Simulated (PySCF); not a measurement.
```json
{"atom": "C", "x (Å)": "3.1486", "y (Å)": "0.6192", "z (Å)": "-0.1035"}
{"atom": "B", "x (Å)": "2.0481", "y (Å)": "-0.3330", "z (Å)": "0.5965"}
{"atom": "P", "x (Å)": "0.3915", "y (Å)": "0.5413", "z (Å)": "1.2019"}
{"atom": "B", "x (Å)": "-0.6869", "y (Å)": "-0.9600", "z (Å)": "0.5498"}
{"atom": "C", "x (Å)": "-2.0648", "y (Å)": "-0.6216", "z (Å)": "-0.1853"}
{"atom": "C", "x (Å)": "-2.1541", "y (Å)": "0.4826", "z (Å)": "-1.2032"}
{"atom": "C", "x (Å)": "-2.8276", "y (Å)": "0.6389", "z (Å)": "0.1213"}
{"atom": "P", "x (Å)": "0.8648", "y (Å)": "-1.3516", "z (Å)": "-0.6033"}
{"atom": "H", "x (Å)": "3.9334", "y (Å)": "0.0375", "z (Å)": "-0.5842"}
{"atom": "H", "x (Å)": "2.7188", "y (Å)": "1.2680", "z (Å)": "-0.8675"}
{"atom": "H", "x (Å)": "3.6378", "y (Å)": "1.2647", "z (Å)": "0.6242"}
{"atom": "H", "x (Å)": "2.4411", "y (Å)": "-1.0606", "z (Å)": "1.4521"}
{"atom": "H", "x (Å)": "0.1639", "y (Å)": "1.7286", "z (Å)": "0.5202"}
{"atom": "H", "x (Å)": "0.2313", "y (Å)": "1.0686", "z (Å)": "2.4806"}
{"atom": "H", "x (Å)": "-0.7346", "y (Å)": "-1.7865", "z (Å)": "1.4063"}
{"atom": "H", "x (Å)": "-2.6956", "y (Å)": "-1.4795", "z (Å)": "-0.3997"}
{"atom": "H", "x (Å)": "-2.7684", "y (Å)": "0.3417", "z (Å)": "-2.0804"}
{"atom": "H", "x (Å)": "-1.2656", "y (Å)": "1.0725", "z (Å)": "-1.3964"}
{"atom": "H", "x (Å)": "-3.9064", "y (Å)": "0.6027", "z (Å)": "0.1577"}
{"atom": "H", "x (Å)": "-2.3977", "y (Å)": "1.3308", "z (Å)": "0.8347"}
{"atom": "H", "x (Å)": "0.7444", "y (Å)": "-0.7575", "z (Å)": "-1.8523"}
{"atom": "H", "x (Å)": "1.1674", "y (Å)": "-2.6273", "z (Å)": "-1.0713"}
```

Geometry: GFN2-xTB.

Method: PySCF 2.14.0, PBE0/pcSseg-1, SCF density, gas phase, non-relativistic.

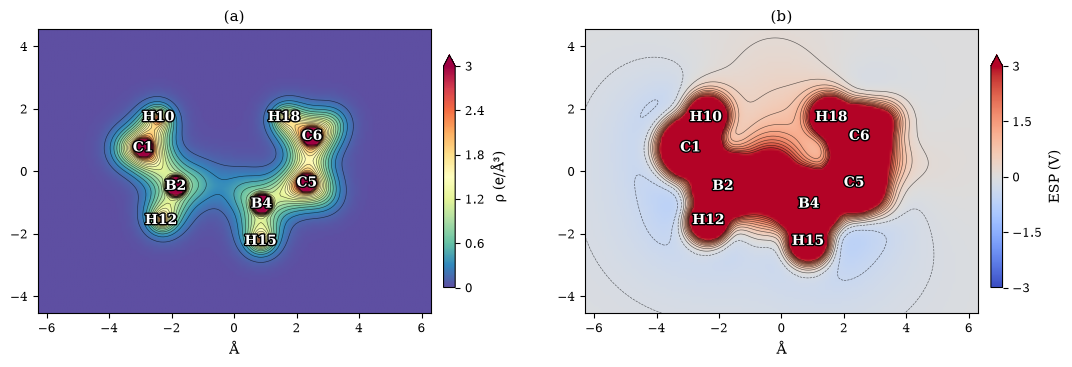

C4H14B2P2. (a) electron density; (b) electrostatic potential on the plane of atoms B2, C1 and H10.

What do the fields say about this system?

Answer.
- The section cuts through C, B and H sites.
- C–C (1.50 Å): the density is about 1.6 e/Å³ at the midpoint.
- C–B (1.60 Å): the density is about 1.3 e/Å³ at the midpoint.
- C–H (1.09 Å): ρ is about 1.9 e/Å³ halfway.
- B–H (1.19 Å): ρ at the midpoint is about 1.2 e/Å³.
- Outside the dense part of the molecule the potential is most negative (−0.7 V) near H15.
